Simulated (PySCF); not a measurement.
## C6CoN6 (charge −3): geometry relaxation

- system: C6CoN6, charge −3
- method: PBE0-D3(BJ)/def2-SVP geometry optimisation, gas phase (PySCF 2.14.0)

It belongs to a series of runs on one base structure; here: ligand: CN.

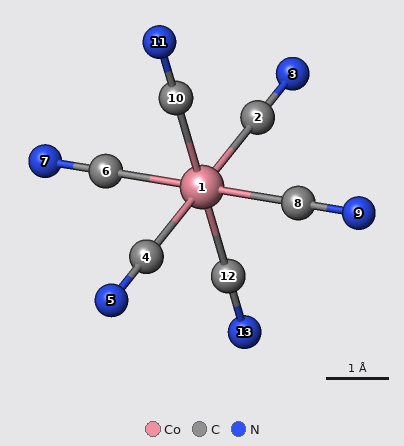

**Figure 1.** The starting structure (ball-and-stick view, seen at a tilt; atoms are numbered from 1 in the order of the input). Sticks mark near contacts.

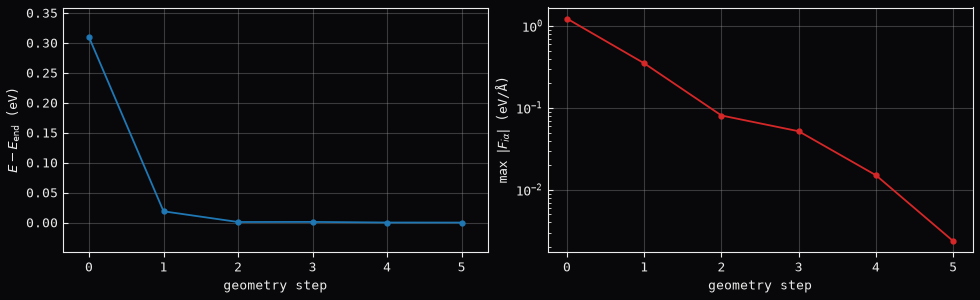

**Figure 2.** Progress of the relaxation, step by step (steps are counted from 0).

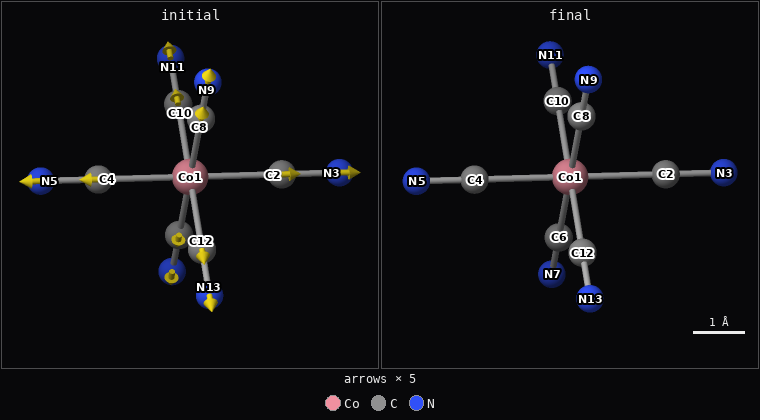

**Figure 3.** Before (left) and after (right) the relaxation, at one scale (ball-and-stick view, seen at a tilt). The yellow arrows give the displacements, magnified 5 times. The largest moves after the best rigid fit, 0.088 Å, are those of N5, N7, N9 and N11. Largest moves by element: N 0.088 Å, C 0.079 Å. Co stays in place. Among the contacts that change: Co1–C10 1.847 → 1.925 Å, C10–N11 1.161 → 1.170 Å. After 5 geometry steps the energy has fallen by 0.310 eV. The largest force component goes from 1.2 to 0.0024 eV/Å. (Atoms are counted from 1 in the order of the input.)

The input and output of the run follow.

### Input
```
{"job": {"xc": "PBE0", "basis": "def2-SVP", "d3": "d3bj", "grid": 1, "maxiter": 40, "kind": "geom"}, "charge": -3, "multiplicity": 1}
Co     0.000030    -0.000200     0.000320
C     -0.008480    -0.003790     1.847310
N     -0.015380    -0.005800     3.008570
C      0.008920     0.003510    -1.846520
N      0.014640     0.007440    -3.007780
C      1.846950     0.008380     0.007290
N      3.008130     0.014550     0.010020
C     -1.846990    -0.008820    -0.008080
N     -3.008160    -0.013910    -0.012940
C     -0.008710     1.846600     0.004840
N     -0.013860     3.007860     0.005260
C      0.008260    -1.847250    -0.003070
N      0.014630    -3.008580    -0.005240
```

The first line tells a small driver script what to run in PySCF; the rest is the geometry in Å.

### Log
```
step   0  E = -1938.28229120  max force = 0.023934
step   1  E = -1938.29297841  max force = 0.006812
step   2  E = -1938.29363442  max force = 0.001571
step   3  E = -1938.29362905  max force = 0.001009
step   4  E = -1938.29366590  max force = 0.000293
step   5  E = -1938.29366874  max force = 0.000046
optimisation converged
```

### Results in brief

```csv
quantity,value
outcome,converged
total energy,−1938.293669 hartree
point group,Oh
hardware,"1 CPU thread, shared host"
wall time,2.1 min
peak memory,1 GiB
```

A multiply charged ion in the gas phase: its levels are not those in solution or in a crystal. The run takes a singlet; with an open-shell metal another spin state may lie lower.
